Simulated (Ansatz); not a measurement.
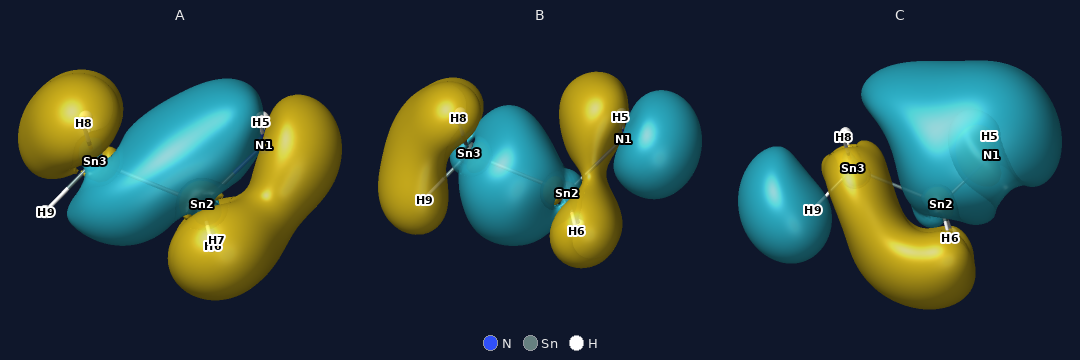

H₇NSn₂ (SMILES [NH2][SnH2][SnH3]). Three frontier orbitals at ±0.04 Å⁻³ᐟ² (yellow and cyan are the two phases), in no order.

Geometry: PBE0-D3(BJ)/def2-SVP; core potentials replace the inner electrons of Sn.

Method: isolated molecule in a Gaussian basis; Kohn-Sham density functional theory, functional PBE0 (Ansatz).

```
atom    x (Å)    y (Å)    z (Å)
   N   0.3934  -1.0067   0.5848
  Sn  -1.3674  -0.1185   1.1618
  Sn  -2.3348   1.7777  -0.6446
   H   0.3048  -1.4992  -0.3033
   H   1.1476  -0.3308   0.4699
   H  -1.0271   0.5988   2.6830
   H  -2.4786  -1.4125   1.3491
   H  -1.1841   3.0317  -0.8716
   H  -3.8007   2.4926  -0.1105
   H  -2.6229   1.0559  -2.1757
```

**Order the three orbitals by energy and name them.**

A is the HOMO−1 (−8.39 eV). Its weight (Hirshfeld) is mainly on Sn2 (about 30 %), N1 (about 30 %) and Sn3 (about 15 %). B is the HOMO (−6.92 eV). It lies mainly on N1 (about 45 %), Sn3 (about 20 %) and Sn2 (about 20 %). C is the LUMO (−0.78 eV). Its weight (Hirshfeld) is mainly on Sn2 (about 30 %), Sn3 (about 25 %), N1 (about 15 %), H9 (about 10 %), H5 (about 5 %) and H4 (about 5 %).

**What is the HOMO–LUMO gap?**

6.14 eV between the orbital energies.
